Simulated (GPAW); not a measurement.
Consider TiSi2 (Cmcm).

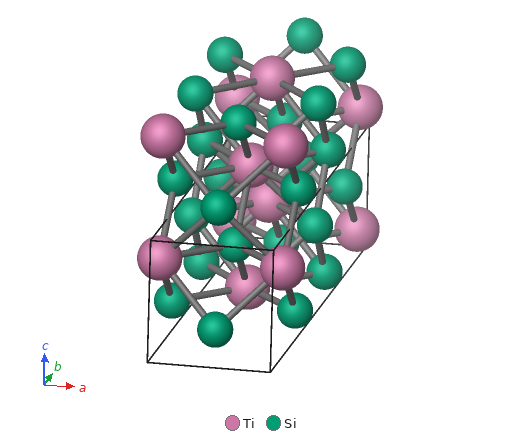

The structure (titanium pink, silicon teal). 1×1×2 conventional cells are drawn. Some periodic images of atoms are drawn too.

```xyz
6
Lattice="1.7651 -6.7593 0.0000 1.7651 6.7593 0.0000 0.0000 0.0000 3.5652" Properties=species:S:1:pos:R:3 pbc="T T T"
Ti    1.7651    5.3653    0.8913
Ti    1.7651   -5.3653    2.6739
Si    1.7651   -3.3839    0.8913
Si    1.7651    3.3839    2.6739
Si    1.7651    0.7875    0.8913
Si    1.7651   -0.7875    2.6739
```

Absorber: atom 1, with 4 Si at 2.58 Å, 4 Si at 2.66 Å and 2 Si at 2.81 Å (10-fold, site symmetry m2m). Method: GPAW, LDA, excited-electron core hole (neutral cell), 12-atom cell with 5.0 Å between holes, 7×7×5 k points, dipole transitions, Gaussian full width 0.94 eV up to 4 eV, rising linearly to 3.5 eV at 25 eV.

Question: What does the Ti K edge look like?

Main maxima up to 30 eV above the zero (height): 4.3 eV (1.06), 9.0 eV (1.24), 15.5 eV (1.24) and 22.0 eV (1.76). A K edge sees empty p states, which here mix into the lowest empty bands, so that weight starts at the zero. The total-energy difference is 4969.88 eV. One term is added: -22.68 eV, since the hole is spin-paired here and a spin-polarised one costs that much less in the free atom (computed apart). The photon energy is then 4947.20 eV. The tabulated edge of the element is 4966 eV. The functional leaves an error in such absolute values: in the free atom LDA prices this hole 13.2 eV below PBE (computed apart), and PBE is itself good to a few eV.

The Ti K spectrum (energy from the lowest empty level; intensity scaled to a mean of 1 over the first 20 eV; polarised curves are means over the symmetry-equivalent atoms):

| E (eV) | isotropic | ε ∥ x | ε ∥ y | ε ∥ z |
| --- | --- | --- | --- | --- |
| -2.0 | 0.00 | 0.00 | 0.00 | 0.00 |
| -0.5 | 0.02 | 0.02 | 0.02 | 0.02 |
| 1.0 | 0.46 | 0.54 | 0.24 | 0.60 |
| 2.5 | 0.67 | 0.83 | 0.41 | 0.76 |
| 4.0 | 1.03 | 1.11 | 0.85 | 1.14 |
| 5.5 | 1.01 | 1.05 | 1.01 | 0.99 |
| 7.0 | 1.09 | 0.97 | 1.22 | 1.09 |
| 8.5 | 1.20 | 1.08 | 1.57 | 0.96 |
| 10.0 | 1.12 | 0.96 | 1.23 | 1.16 |
| 11.5 | 0.80 | 0.80 | 0.72 | 0.86 |
| 13.0 | 0.87 | 0.90 | 0.74 | 0.96 |
| 14.5 | 1.17 | 1.28 | 1.09 | 1.14 |
| 16.0 | 1.23 | 1.17 | 1.40 | 1.10 |
| 17.5 | 1.17 | 1.05 | 1.44 | 1.01 |
| 19.0 | 1.31 | 1.26 | 1.54 | 1.14 |
| 20.5 | 1.63 | 1.70 | 1.73 | 1.48 |
| 22.0 | 1.76 | 1.86 | 1.67 | 1.76 |
| 23.5 | 1.69 | 1.77 | 1.46 | 1.83 |
| 25.0 | 1.56 | 1.64 | 1.33 | 1.71 |
| 26.5 | 1.44 | 1.46 | 1.29 | 1.55 |
| 28.0 | 1.27 | 1.22 | 1.20 | 1.38 |
| 29.5 | 1.06 | 0.99 | 1.04 | 1.14 |

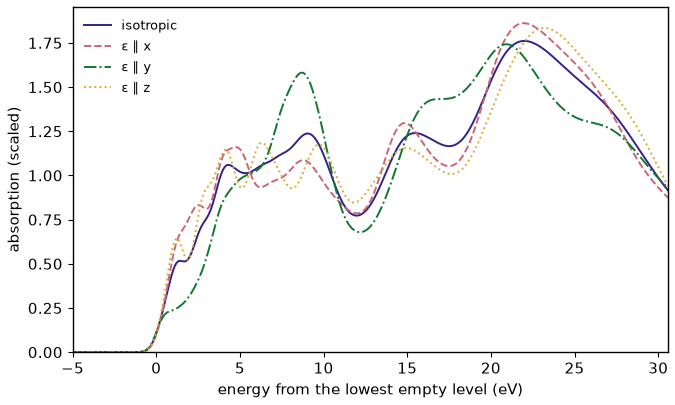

The Ti K edge.

Quadrupole 1s→3d transitions, which feed the pre-edge, are not in the dipole spectrum. The holes are only 5.0 Å apart, so the shape is probably not converged with cell size; no larger cell was run here. Lifetime broadening is put in by hand, and intensities beyond about 20 eV depend on it and on the partial waves. The structure is a computed Materials Project entry and may be a hypothetical form.

[Banner, clock and machine lines of the logs are left out without a mark of their own.]

[Logs are printed without paths, hosts, clocks, repeated set-up lines and the standing remarks that a program may print on its own settings, such as how far it seeks lower states.]

[Hosts, paths, dates, database ids (printed as entryN), source tags and the programs' standing remarks are cut or masked in the printed files.]

[Lists of maxima count a maximum above −3 eV only where it reaches 4 % of the highest in the window and stands out from its surroundings by 2 % of it (1.5 % where it reaches 55 %); shoulders and weaker maxima are passed over, and of the rest the first, up to two pre-edge ones and the few strongest are named.]
